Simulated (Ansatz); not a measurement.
# C$_{2}$H$_{6}$Al (SMILES [CH3][Al+][CH3]) (charge +1): what the fields show

Input

```
crystal:
  periodic: [false, false, false]
  atoms:
    - {symbol: C, position_ang: [-0.913108, 1.308315, -1.039036]}
    - {symbol: Al, position_ang: [-0.000657, 0.000254, 0.000900]}
    - {symbol: C, position_ang: [0.912961, -1.308259, 1.039238]}
    - {symbol: H, position_ang: [-1.852005, 0.899554, -1.424247]}
    - {symbol: H, position_ang: [-0.293712, 1.619149, -1.885658]}
    - {symbol: H, position_ang: [-1.138912, 2.188260, -0.429376]}
    - {symbol: H, position_ang: [1.212687, -2.150842, 0.408957]}
    - {symbol: H, position_ang: [0.263464, -1.681725, 1.836513]}
    - {symbol: H, position_ang: [1.809283, -0.874706, 1.492720]}
basis:
  gaussian: {orbitals: def2-TZVPP}
total_charge: 1
hamiltonian: {xc: pbe0, dispersion: d4}
output: {orbitals: {seedname: orbitals}}
```

Run with:

```sh
ansatz run in.yaml --threads 2 --pin off --events-out ev --progress --plain --max-ram 32768MiB --backend cpu
```

Geometry: PBE0-D4/def2-TZVP.

These are results of RKS PBE0-D4/def2-TZVPP (Ansatz 0.2.0), not measurements.

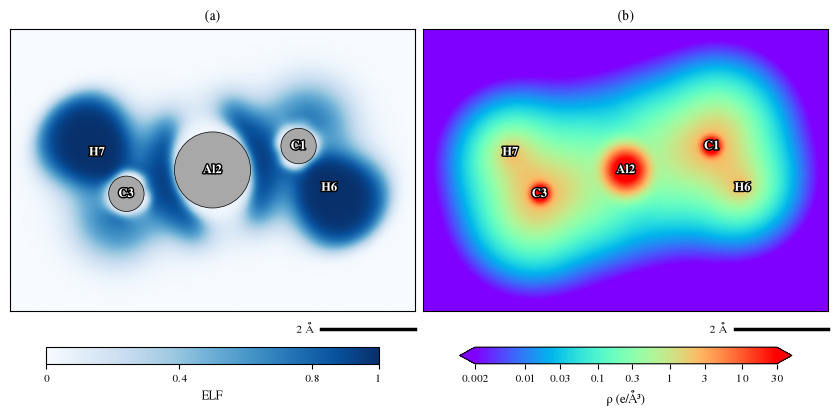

Figure 1. (a) electron localisation function; (b) total electron density on the plane of atoms Al2, C1 and H6. Grey discs cover the atomic cores in the ELF map.

### What does the map show?

The plane passes through C, Al and H nuclei. C–Al (1.90 Å): ρ at the midpoint is about 0.77 e/Å³; the ELF peaks at about 0.95 between the atoms, as expected for a shared but strongly polarised pair. C–H (1.09 Å): the density is about 2 e/Å³ at the midpoint; the ELF climbs to about 1 towards the hydrogen, as it does in any bond to H; an ordinary covalent bond to hydrogen.

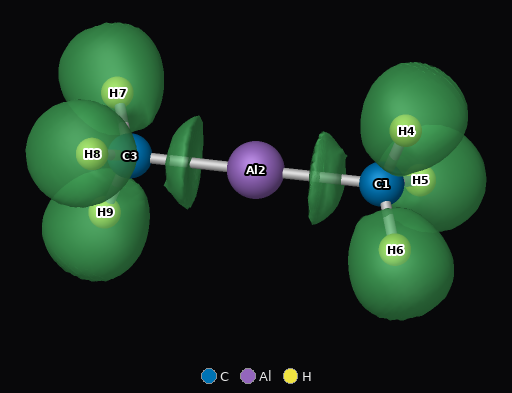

Figure 2. Isosurface of the ELF at 0.85 (green), seen at a tilt. Only the valence region is drawn (cores and ρ < 0.01 e/Å³ removed).

### Where are the electrons localised?

The ELF exceeds this value in two regions between bonded Al–C atoms (shared pairs) and six regions around hydrogen nuclei.

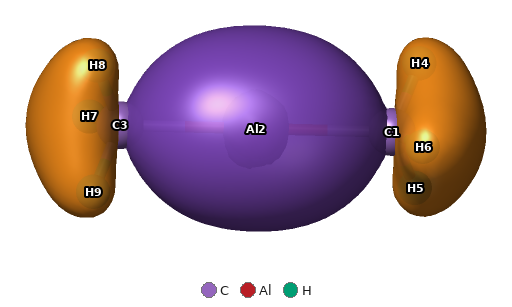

Figure 3. The HOMO−1 at ±0.1 Å⁻³ᐟ² (orange and purple are the two phases), seen at a tilt.

### Where does this orbital lie, and at what energy?

By Hirshfeld shares it lies mainly on Al2 (about 40 %), C1 (about 20 %) and C3 (about 20 %). Its energy is −16.27 eV.
